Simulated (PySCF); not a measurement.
# One shape, several levels: C6H15N (dipropylamine)

We compute a comparison of 4 runs (B3LYP/def2-SVP, M06-L/def2-SVP, PBE0/def2-SVP, r2SCAN/def2-SVP) of C6H15N (dipropylamine). Input form: a Python script.

The results are computed with PySCF 2.14.0.

### Step 1. The structure to begin with

C6H15N has 22 atoms, charge 0, and is taken as a singlet. As SMILES, `CCCNCCC`. Geometry: relaxed at PBE0-D4/def2-TZVP. This is one conformer, not always the lowest.

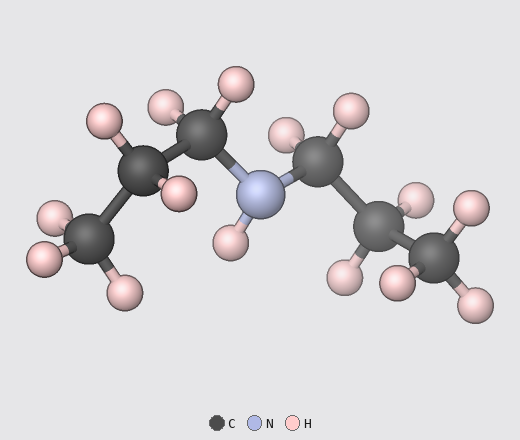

The structure, seen from a chosen angle (carbon dark grey, nitrogen light blue, hydrogen pink).

### Step 2. The energy at B3LYP/def2-SVP (run 1)

input.py reads:

```python
# dipropylamine
from pyscf import gto, dft

mol = gto.M(
    atom='''
C    1.751010   1.723100  -1.734070
C    1.314400   0.304840  -2.058600
C   -0.060410  -0.042100  -1.514820
N   -0.088940   0.000590  -0.067960
C   -1.383870  -0.318650   0.491990
C   -1.384360  -0.252650   2.008630
C   -0.467920  -1.272220   2.665930
H    2.755370   1.927110  -2.112250
H    1.746290   1.893320  -0.656420
H    1.070690   2.451200  -2.185270
H    2.044910  -0.410800  -1.660190
H    1.306570   0.152470  -3.142680
H   -0.792180   0.686470  -1.885540
H   -0.375440  -1.024770  -1.910410
H    0.606050  -0.642670   0.292990
H   -2.102950   0.408710   0.099350
H   -1.745950  -1.314670   0.171080
H   -1.096320   0.757630   2.315940
H   -2.410320  -0.410470   2.356520
H    0.583920  -1.081280   2.436790
H   -0.564620  -1.247080   3.753510
H   -0.705950  -2.288050   2.335480
''',
    spin=0,
    max_memory=1860,
    verbose=3,
    basis='def2-svp',
)

mf = dft.RKS(mol)
mf.xc = 'b3lyp'
mf.grids.level = 5
mf.conv_tol = 1e-10
mf.kernel()
if not mf.converged:
    mf = mf.newton().run(mf.mo_coeff, mf.mo_occ)

e_final = mf.e_tot
print('E(%s) = %.9f' % ('B3LYP', e_final))
```

The run is started by

```console
$ OMP_NUM_THREADS=1 python input.py
```

Log:

```text
converged SCF energy = -292.210925108884
E(B3LYP) = -292.210925109
```

It took 66 s on 1 thread of Intel Xeon at 2.70GHz, shared host; peak memory 1.5 GiB.

### Step 3. A single-point energy at M06-L/def2-SVP (run 2)

input.py reads:

```python
# dipropylamine
from pyscf import gto, dft

molecule = gto.M(
    atom='''
C      3.308929     3.256187    -3.276917
C      2.483856     0.576064    -3.890190
C     -0.114158    -0.079557    -2.862595
N     -0.168072     0.001115    -0.128426
C     -2.615135    -0.602161     0.929726
C     -2.616061    -0.477439     3.795761
C     -0.884241    -2.404147     5.037878
H      5.206895     3.641710    -3.991574
H      3.300010     3.577856    -1.240454
H      2.023311     4.632097    -4.129562
H      3.864320    -0.776299    -3.137304
H      2.469059     0.288127    -5.938804
H     -1.497003     1.297240    -3.563154
H     -0.709479    -1.936535    -3.610152
H      1.145269    -1.214470     0.553671
H     -3.974000     0.772350     0.187744
H     -3.299367    -2.484366     0.323294
H     -2.071745     1.431713     4.376492
H     -4.554845    -0.775676     4.453177
H      1.103449    -2.043323     4.604866
H     -1.066977    -2.356640     7.093106
H     -1.334052    -4.323788     4.413418
''',
    max_memory=1860,
    unit='bohr',
    basis='def2-svp',
    spin=0,
    verbose=3,
)

mf = dft.RKS(molecule, xc='m06-l')
mf.grids.level = 5
mf.conv_tol = 1e-10
mf.kernel()
if not mf.converged:
    mf = mf.newton().run(mf.mo_coeff, mf.mo_occ)

energy = mf.e_tot
print(f'total energy: {energy:.8f} hartree')
```

The run is started by

```console
$ OMP_NUM_THREADS=1 python input.py
```

Log:

```text
converged SCF energy = -292.162896450288
total energy: -292.16289645 hartree
```

Run time: 2.6 min. Hardware: 1 thread of Intel Xeon at 2.70GHz, shared host; peak memory 1.6 GiB.

Run 3 isn't shown in full; the table further down has it.

### Step 4. The energy at r2SCAN/def2-SVP (run 4)

input.py, as its differences from that of step 3:

```diff
@@ -1,2 +1 @@
-# dipropylamine
 from pyscf import gto, dft
@@ -28,6 +27,6 @@
 ''',
+    unit='bohr',
     max_memory=1860,
-    unit='bohr',
+    charge=0,
     basis='def2-svp',
-    spin=0,
     verbose=3,
@@ -35,10 +34,11 @@
 
-mf = dft.RKS(molecule, xc='m06-l')
-mf.grids.level = 5
-mf.conv_tol = 1e-10
-mf.kernel()
-if not mf.converged:
-    mf = mf.newton().run(mf.mo_coeff, mf.mo_occ)
+myscf = dft.RKS(molecule)
+myscf.xc = 'r2scan'
+myscf.conv_tol = 1e-10
+myscf.grids.level = 5
+myscf.kernel()
+if not myscf.converged:
+    myscf = myscf.newton().run(myscf.mo_coeff, myscf.mo_occ)
 
-energy = mf.e_tot
-print(f'total energy: {energy:.8f} hartree')
+e_tot = myscf.e_tot
+print(f'total energy: {e_tot:.8f} hartree')
```

The run is started by

```console
$ OMP_NUM_THREADS=1 python input.py
```

Log:

```text
converged SCF energy = -292.014968751911
total energy: -292.01496875 hartree
```

It took 2.7 min on 1 thread of Intel Xeon at 2.70GHz, shared host; peak memory 1.6 GiB.

### Step 5. Overview of the runs

| run | level | energy (Eh) | dipole moment (D) | HOMO energy (eV) | LUMO energy (eV) | wall time |
| --- | --- | --- | --- | --- | --- | --- |
| 1 | B3LYP/def2-SVP | -292.210925 | 0.81 | -5.96 | 1.41 | 66 s |
| 2 | M06-L/def2-SVP | -292.162896 | 0.81 | -5.05 | 1.79 | 2.6 min |
| 3 | PBE0/def2-SVP | -291.852507 | 0.84 | -6.20 | 1.75 | 70 s |
| 4 | r2SCAN/def2-SVP | -292.014969 | 0.80 | -5.04 | 1.51 | 2.7 min |

### Step 6. What came out

```
            quantity          value
 run 4: total energy  -292.01497 Eh
run 4: dipole moment         0.80 D
  run 4: HOMO energy       -5.04 eV
  run 4: LUMO energy        1.51 eV
run 4: HOMO–LUMO gap        6.55 eV
```

In words: The dipole moment (its size) runs from 0.80 D (r2SCAN/def2-SVP) to 0.84 D (PBE0/def2-SVP). The HOMO–LUMO gap runs from 6.55 eV (r2SCAN/def2-SVP) to 7.95 eV (PBE0/def2-SVP). Totals of different functionals can't be ranked against each other. All runs together took 7.5 min, the longest 2.7 min.
